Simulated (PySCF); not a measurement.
**C$_{3}$H$_{7}$P, SMILES `CCC=P`: what the electrons do**

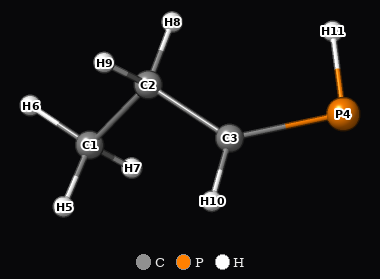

The molecule, with its atoms numbered as below. No frequency check shows the geometry to be a minimum.

Coordinates in Å:

```
C1       2.1491   -0.1487    0.4089
C2       1.0212    0.4434   -0.4371
C3      -0.1947   -0.4176   -0.3854
P4      -1.7202   -0.0154    0.1614
H5       2.4140   -1.1412    0.0511
H6       3.0314    0.4849    0.3575
H7       1.8391   -0.2294    1.4486
H8       0.7877    1.4516   -0.0858
H9       1.3617    0.5170   -1.4755
H10     -0.0494   -1.4350   -0.7307
H11     -1.4356    1.3214    0.4958
```

### 1. Bonding charge

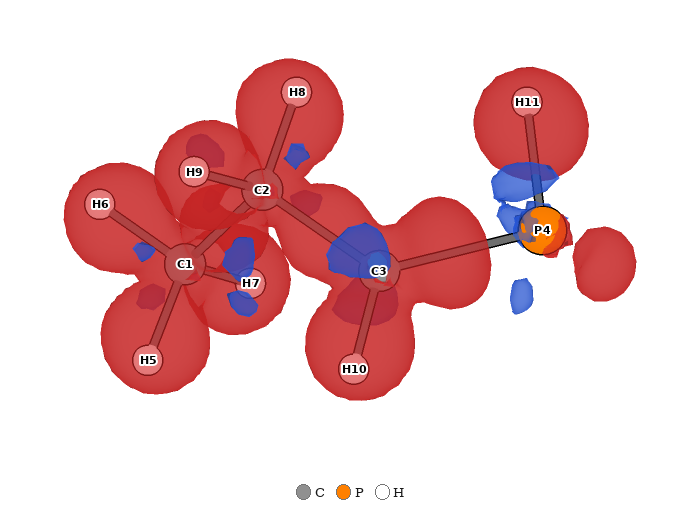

Deformation density (molecule less spherical, spin-averaged free atoms at the same positions), surfaces at ±0.1 e/Å³; red: gain, blue: loss.

Method: B3LYP/6-311+G**; geometry: GFN2-xTB; program: PySCF.

**Describe the bonding that the map shows.**

The five largest and four smallest: C3–H10: +0.72 e/Å³ at the bond critical point (bond length 1.08 Å). C2–H8: +0.70 e/Å³ at the bond critical point (bond length 1.09 Å). C1–H7: +0.69 e/Å³ at the bond critical point (bond length 1.09 Å). C1–H5: +0.68 e/Å³ at the bond critical point (bond length 1.09 Å). C1–H6: +0.68 e/Å³ at the bond critical point (bond length 1.09 Å). C2–C3: +0.49 e/Å³ at the bond critical point (bond length 1.49 Å). C1–C2: +0.44 e/Å³ at the bond critical point (bond length 1.53 Å). C3–P4: +0.21 e/Å³ at the bond critical point (bond length 1.67 Å). P4–H11: +0.20 e/Å³ at the bond critical point (bond length 1.41 Å). In all, 2.4 electrons gather in the regions of gain relative to the promolecule.

**Where do the Hirshfeld charges lie?**

The highest Hirshfeld charge is on P4 (+0.05 e), the lowest on C1 (−0.10 e).

### 2. Bond critical points

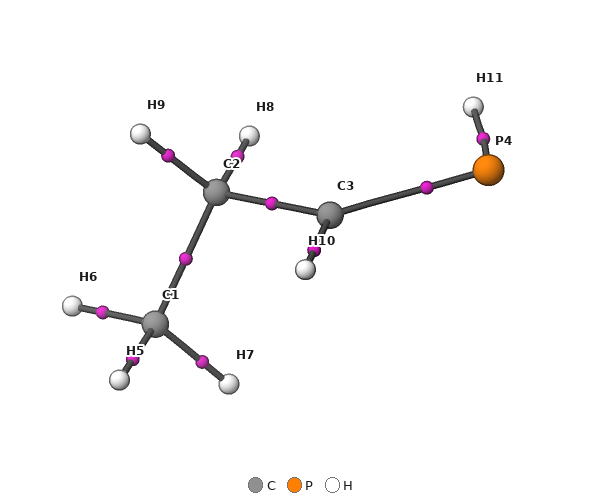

Molecular graph of the electron density (QTAIM): bond paths, bond critical points (magenta), ring points (cyan, if any); weak paths are dashed.

**How many critical points of each kind are there, and does the count close?**

11 nuclei, 10 bond, 0 ring and 0 cage critical points: 11 − 10 + 0 − 0 = 1, as the Poincaré–Hopf relation requires.

**What does the calculation give at each kind of bond critical point?**

| bond | length (Å) | ρ (a.u.) | ∇²ρ (a.u.) | ε | H (a.u.) |
| --- | --- | --- | --- | --- | --- |
| C3–H10 | 1.084 | 0.281 | −0.95 | 0.01 | −0.279 |
| C1–H7 | 1.088 | 0.277 | −0.93 | 0.01 | −0.276 |
| C2–H8 | 1.093 | 0.277 | −0.93 | 0.01 | −0.274 |
| C1–H5 | 1.088 | 0.277 | −0.93 | 0.01 | −0.276 |
| C1–H6 | 1.087 | 0.277 | −0.93 | 0.01 | −0.276 |
| C2–H9 | 1.095 | 0.273 | −0.90 | 0.00 | −0.269 |
| C2–C3 | 1.491 | 0.258 | −0.62 | 0.02 | −0.220 |
| C1–C2 | 1.529 | 0.239 | −0.53 | 0.01 | −0.189 |
| C3–P4 | 1.670 | 0.187 | +0.36 | 0.42 | −0.173 |
| P4–H11 | 1.407 | 0.164 | −0.02 | 0.00 | −0.159 |

**What kind of interaction is C1–H7?**

Shared-shell (covalent): ρ = 0.277, ∇²ρ = −0.93, H = −0.276 a.u.

### 3. Local ionisation energy

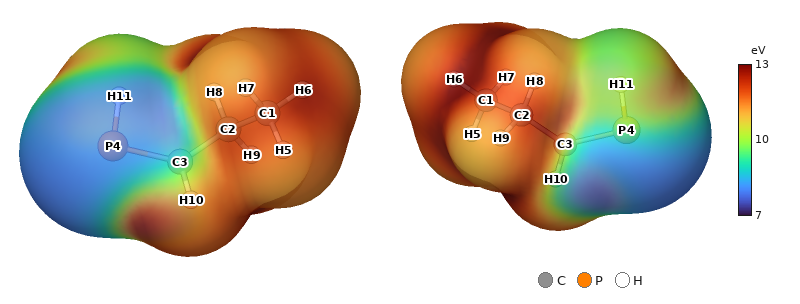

Average local ionisation energy on the surface of electron density 0.001 a.u. (back view left, front view right).

**Where are the most loosely bound electrons on this surface?**

The lowest value is 7.8 eV, off the C3–P4 bond (2.4 Å from its atoms). Further minima include 9.6 eV, 1.5 Å from H11; 10.9 eV, 1.4 Å from H9. For comparison, the highest occupied orbital lies at −7.1 eV.

### 4. Excited states

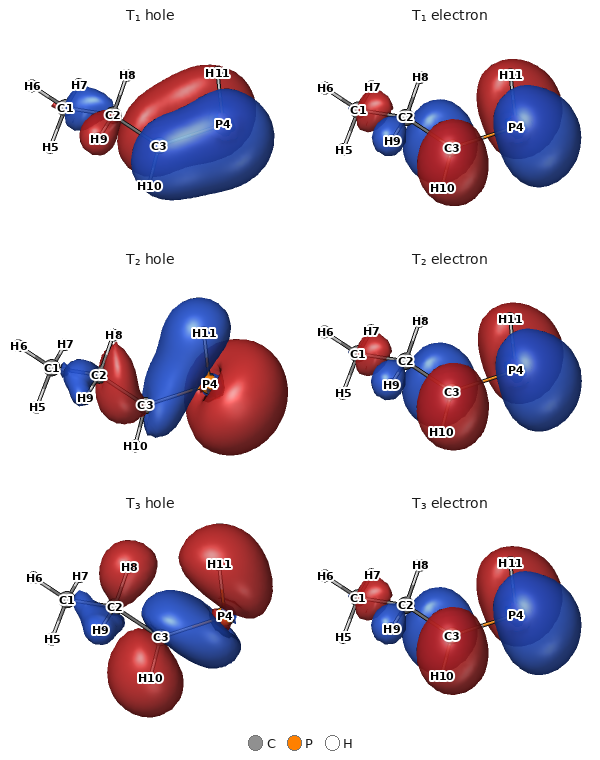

Leading natural transition orbitals (TDA triplet states).

PySCF calculation, CAM-B3LYP/def2-SVP, gas phase; geometry: GFN2-xTB. Without diffuse functions Rydberg states are missing, so the states' numbers hold for this basis only.

**Describe these excited states.**

By state:
- T₁: 2.84 eV (437 nm), spin-forbidden from the singlet ground state; the leading pair carries 100 %; hole on P4 (51 %) and C3 (35 %), electron on P4 (49 %) and C3 (35 %); their centroids lie 0.1 Å apart.
- T₂: 3.98 eV (312 nm), spin-forbidden from the singlet ground state; the leading pair carries 100 %; hole on P4 (73 %), C3 (10 %) and H11 (9 %), electron on P4 (52 %) and C3 (33 %); their centroids lie 0.7 Å apart.
- T₃: 6.44 eV (192 nm), spin-forbidden from the singlet ground state; the leading pair carries 94 %; hole on P4 (30 %), C3 (30 %) and H11 (15 %), electron on P4 (50 %) and C3 (34 %); their centroids lie 0.4 Å apart.

### 5. Localised orbitals

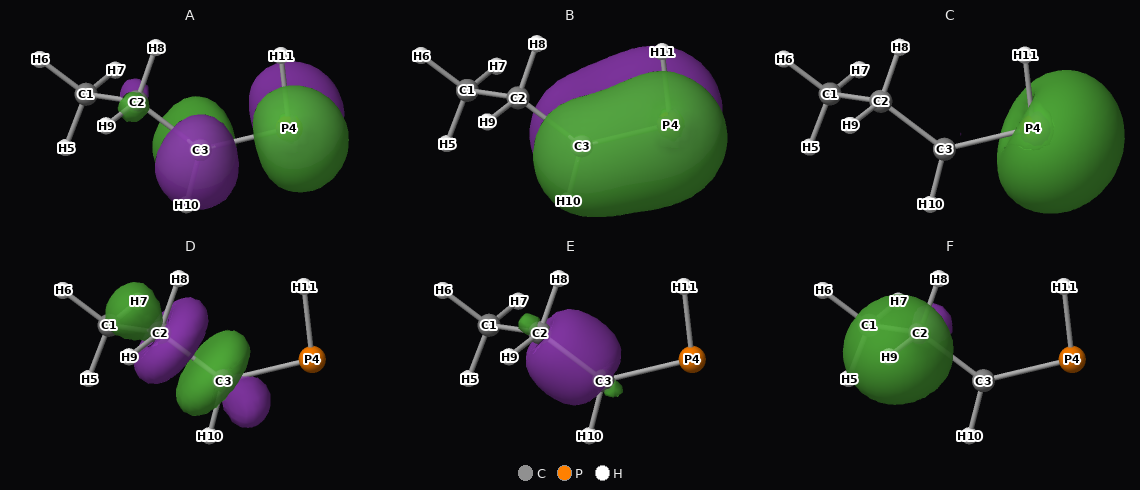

Intrinsic bond orbitals (IBO), occupied and valence-virtual; each surface holds about 80 % of the orbital's density. Energies are diagonal elements of the Fock matrix.

Method: M06-2X/aug-cc-pVDZ; geometry: GFN2-xTB; program: PySCF.

**What does each orbital represent in a Lewis picture?**

By panel:
- A: π* orbital C3–P4 (C3 51 %, P4 47 %; 0.5 eV)
- B: π bond P4–C3 (P4 51 %, C3 48 %; −8.6 eV)
- C: lone pair on P4 (sp0.7-type) (P4 99 %; −11.6 eV)
- D: σ* orbital C2–C3 (C2 51 %, C3 48 %; 12.4 eV)
- E: σ bond C3–C2 (C3 51 %, C2 48 %; −17.2 eV)
- F: σ bond C2–H9 (C2 56 %, H9 42 %; −15.0 eV)

### 6. Stretching a bond

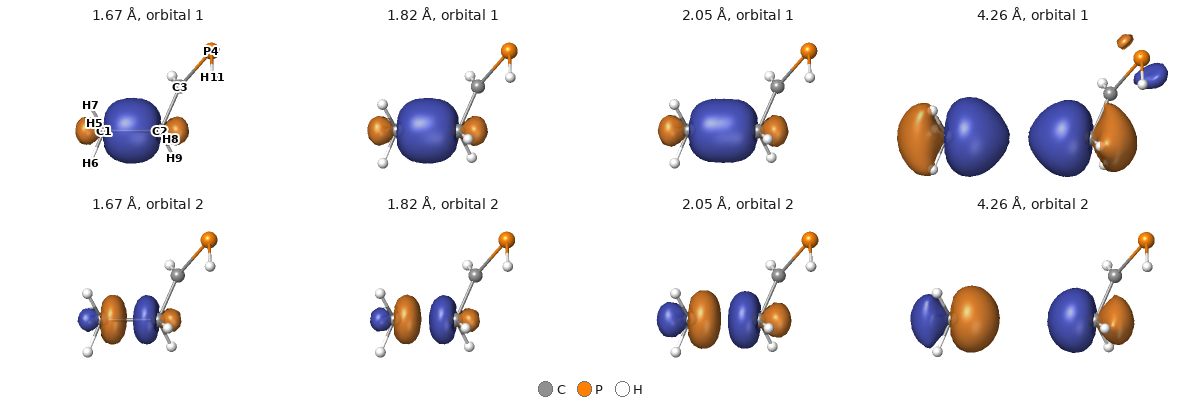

Rigid stretch of the C1–C2 bond. The two CASSCF(2,2) natural orbitals nearest half filling (orbital 1 the more occupied).

Method: cc-pVDZ basis; geometry: GFN2-xTB; program: PySCF.

**How do the occupations change along the stretch?**

1.67 Å: 1.97 and 0.03; 1.82 Å: 1.96 and 0.04; 2.05 Å: 1.92 and 0.08; 4.26 Å: 1.09 and 0.91. At the longest distance computed (4.26 Å) they are 1.09 and 0.91, and the effective number of unpaired electrons is 2.0.

UHF's ⟨S²⟩ passes 1 along the scan (up to 1.35), so it also polarises electrons outside the stretched bond; its energy lowering isn't due to that bond alone.

UHF already breaks spin symmetry near equilibrium here (⟨S²⟩ = 0.32 at 1.52 Å), for reasons apart from this bond.

**How much energy does the stretch cost?**

By CASSCF, 3.9 eV from the lowest point of the scan (1.52 Å) to 4.26 Å; RHF gives 7.8 eV from its own lowest point. The fragments aren't relaxed and dynamic correlation is missing, so this isn't a bond dissociation energy.

The PySCF runs shown took 16 s, 3.4 min, 48 s and 5.5 min on 1 thread of Arm Neoverse V1 (shared host).
